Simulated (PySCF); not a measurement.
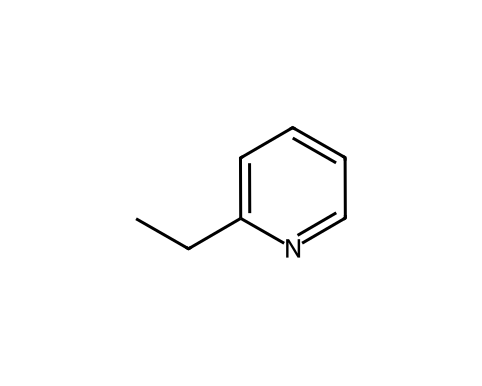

A structural formula.

Question: Give its SMILES.

Answer: CCc1ccccn1

Question: What is the molecular formula?

Answer: C7H9N.

Question: An optimisation with PBE0-D3(BJ)/def2-TZVP gave a structure of which point group?

Answer: C1. Other conformers may differ.

More results for the same structure follow; atom numbers are the same in all pictures, views and colours differ. The geometry was computed by an optimisation with PBE0-D3(BJ)/def2-TZVP. No frequency run is at hand to confirm it as a minimum.

## Geometry

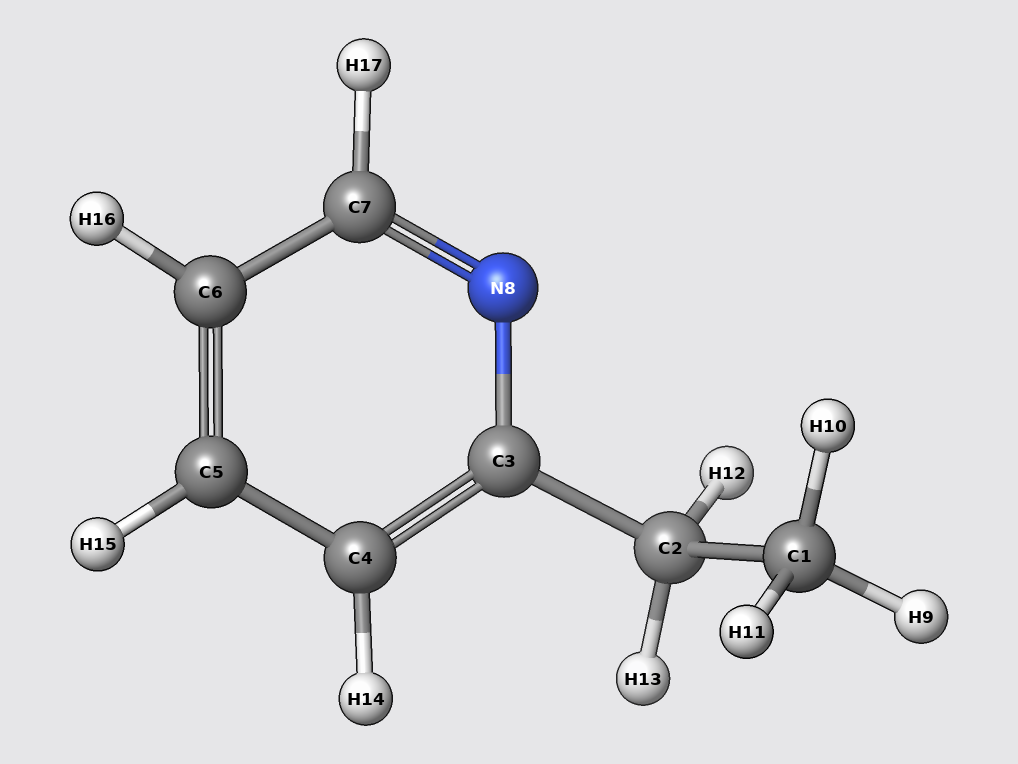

Atoms carry their numbers in the input. No frequency run is at hand to confirm it as a minimum.

Estimate the angles C1–C2–C3, C1–C2–H12, C2–C1–H9, C2–C1–H10, C2–C3–C4, C3–C2–H13, C4–C3–N8, C4–C5–H15, C5–C4–H14, C6–C7–N8, C6–C7–H17, C7–C6–H16.

```json
{"angle": "C1–C2–C3", "degrees": "111.6"}
{"angle": "C1–C2–H12", "degrees": "109.5"}
{"angle": "C2–C1–H9", "degrees": "111.0"}
{"angle": "C2–C1–H10", "degrees": "110.2"}
{"angle": "C2–C3–C4", "degrees": "121.3"}
{"angle": "C3–C2–H13", "degrees": "109.8"}
{"angle": "C4–C3–N8", "degrees": "122.0"}
{"angle": "C4–C5–H15", "degrees": "120.5"}
{"angle": "C5–C4–H14", "degrees": "120.9"}
{"angle": "C6–C7–N8", "degrees": "123.7"}
{"angle": "C6–C7–H17", "degrees": "120.2"}
{"angle": "C7–C6–H16", "degrees": "120.5"}
```

## NMR shielding

The questions are on isotropic NMR shieldings of the H atoms. No frequency run is at hand to confirm it as a minimum. Level of theory: GIAO WP04/pcSseg-2 NMR shielding, non-relativistic, IEF-PCM chloroform (PySCF 2.14.0).

List the isotropic NMR shieldings of the H atoms.

```
atom  σ (ppm)
  H9    30.51
 H10    30.56
 H11    30.86
 H12    29.05
 H13    29.11
 H14    24.57
 H15    24.16
 H16    24.66
 H17    23.24
```

## Ring current

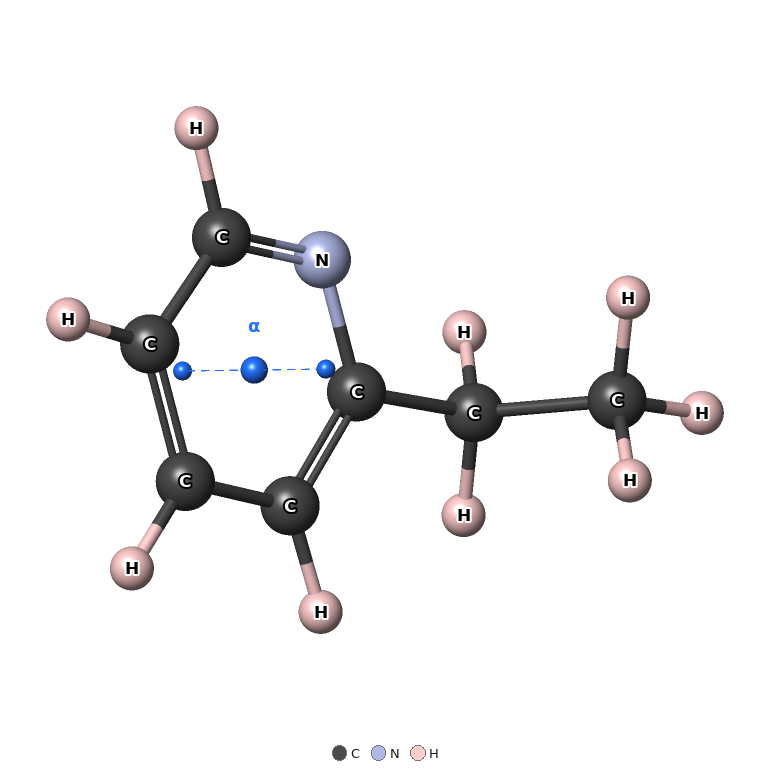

The small points mark where nucleus-independent chemical shifts (NICS) were computed: at the centre of each lettered ring and 1 Å above and below it. No frequency run is at hand to confirm it as a minimum. Level of theory: GIAO B97-2/pcSseg-2 NMR shielding, non-relativistic, gas phase (PySCF 2.14.0).

Give NICS(0), NICS(1) and the out-of-plane component NICS(1)zz for each ring (means of the two sides).

```json
{"ring": "α", "members": "C5N", "NICS(0)": "−7.0", "NICS(1)": "−9.9", "NICS(1)zz": "−27.9"}
```

Values in ppm.

Question: What do the values say about the ring currents?

Answer: Ring α: diatropic, as in an aromatic ring. NICS is one index among several.

## Quadrupole coupling

No frequency run is at hand to confirm it as a minimum. Electric field gradients from the ground-state density, PBE0/pcSseg-2 (PySCF 2.14.0), non-relativistic apart from any core potentials.

Give the largest field-gradient component, the quadrupole coupling constant and the asymmetry for 14N at N8 (Q = 20.44 mb), 2H at H9 (Q = 2.86 mb), 2H at H10 (Q = 2.86 mb).

```
atom  V_zz (a.u.)  e²qQ/h (MHz)     η
  N8       −1.074         −5.16  0.38
  H9        0.286         0.193  0.02
 H10        0.284         0.191  0.02
```
